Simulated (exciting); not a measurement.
The F K edge of atom 3 in RbAsF6, space group R-3, with 1 As at 1.75 Å (terminal, site symmetry 1), was computed at 2 levels: exchange and screened direct term (singlet BSE) and independent particles. Common settings: exciting, all-electron LAPW+lo, LDA, 3×3×3 shifted k points, 45 conduction bands, |G+q| up to 3 bohr⁻¹, full RPA screening with nempty = 78, Lorentzian half width 0.45 eV.

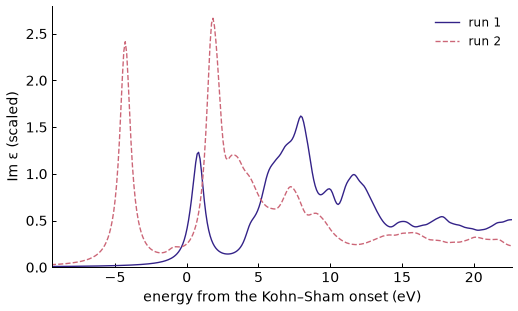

Energy from the Kohn–Sham onset, core level to the lowest empty state found on the meshes used; all runs on one relative scale.

Question: Which run is which, and why?

Run 1: independent particles; highest local maximum in the window at 7.9 eV. Run 2: exchange and screened direct term (singlet BSE); highest local maximum in the window at 1.8 eV. The attractive direct term pulls weight down: the curves pass 0.40 at 0.0 and -5.3 eV in the order of the runs. Fine structure above the first lines is partly noise of the 27-point mesh.

[Hosts, paths, dates, database ids (printed as entryN), source tags and the programs' standing remarks are cut or masked in the printed files.]
